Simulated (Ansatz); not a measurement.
ClGeH3S···HCl

```xyz
8

Ge    0.5407    0.3439   -0.2823
Cl   -0.9166    0.3319    3.0077
Cl    1.5936    0.1804   -2.1823
H    -0.8749    0.8869   -0.5582
H     0.6242   -1.0331    0.4063
S     1.5512    1.9146    0.9919
H     2.5980    1.1056    1.3190
H     0.0737    1.0822    2.5504
```

All numbers below come from RKS PBE-D4/def2-SVP in Ansatz 0.2.0.

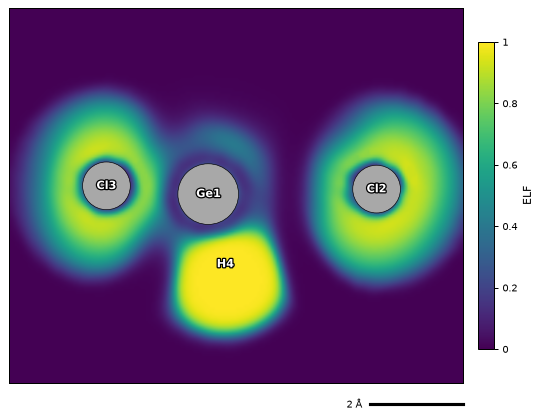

Figure 1. Electron localisation function on the plane of atoms Cl3, Ge1 and H4. Grey discs cover the atomic cores.

What does the map show?

Answer.
- The section cuts through Ge, Cl and H sites.
- Ge–Cl (2.18 Å): the ELF peaks at about 0.85 in the valence shell of Cl, 0.9 Å from its nucleus, and is about 0.65 at the midpoint.
- Ge–H (1.54 Å): the ELF climbs to about 1 towards the hydrogen.
- The ELF also peaks beside Cl2 and Cl3, away from the bonds: lone-pair regions.

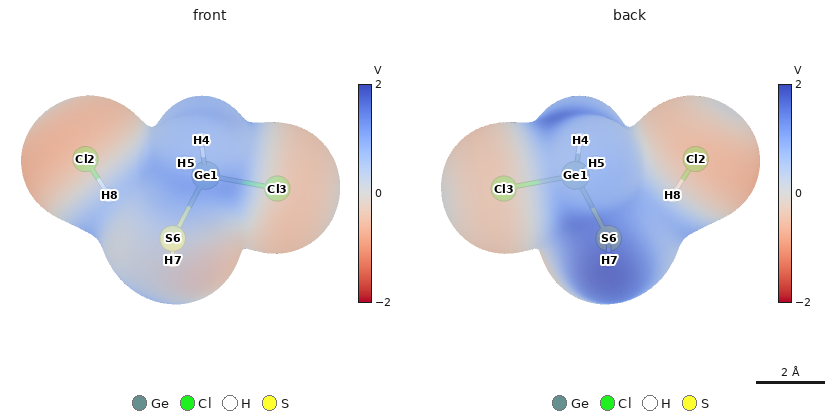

Figure 2. The electrostatic potential painted on the density surface at 0.002 e/bohr³, seen from the front and from behind; red is negative and blue positive.

Which sites attract a positive test charge, and which a negative one?

Answer. A positive charge is drawn to the negative regions and a negative charge to the positive ones. The most negative region (about −0.7 V) lies over Cl2, the most positive (about +1.8 V) over H7.

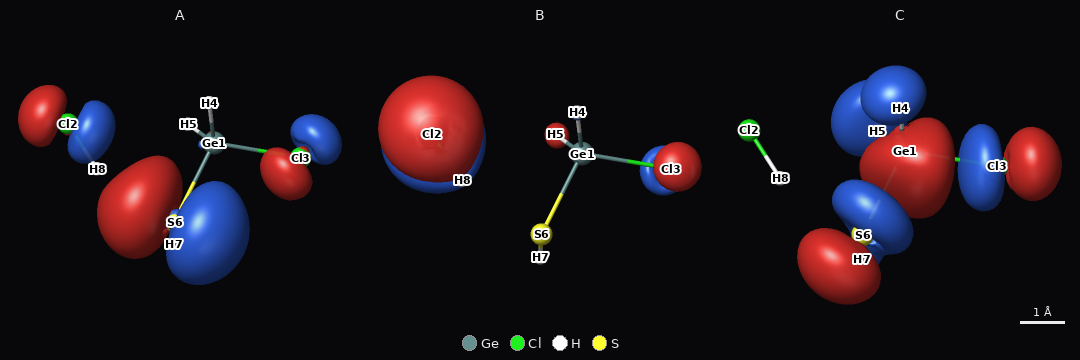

Figure 3. Three frontier orbitals at ±0.1 Å⁻³ᐟ² (red and blue are the two phases), in no order.

Which picture is the HOMO−1, the HOMO and the LUMO?

Answer. B is the HOMO−1 (−7.26 eV). It lies mainly on Cl2 (about 90 %); largely a lone pair of Cl2. A is the HOMO (−6.88 eV). By Hirshfeld shares it lies mainly on S6 (about 70 %), Cl2 (about 10 %) and Cl3 (about 10 %); largely a lone pair of S6. C is the LUMO (−1.64 eV). Its weight (Hirshfeld) is mainly on Ge1 (about 35 %), S6 (about 25 %), Cl3 (about 20 %) and H5 (about 10 %).

What is the HOMO–LUMO gap?

Answer. 5.24 eV between the orbital energies.
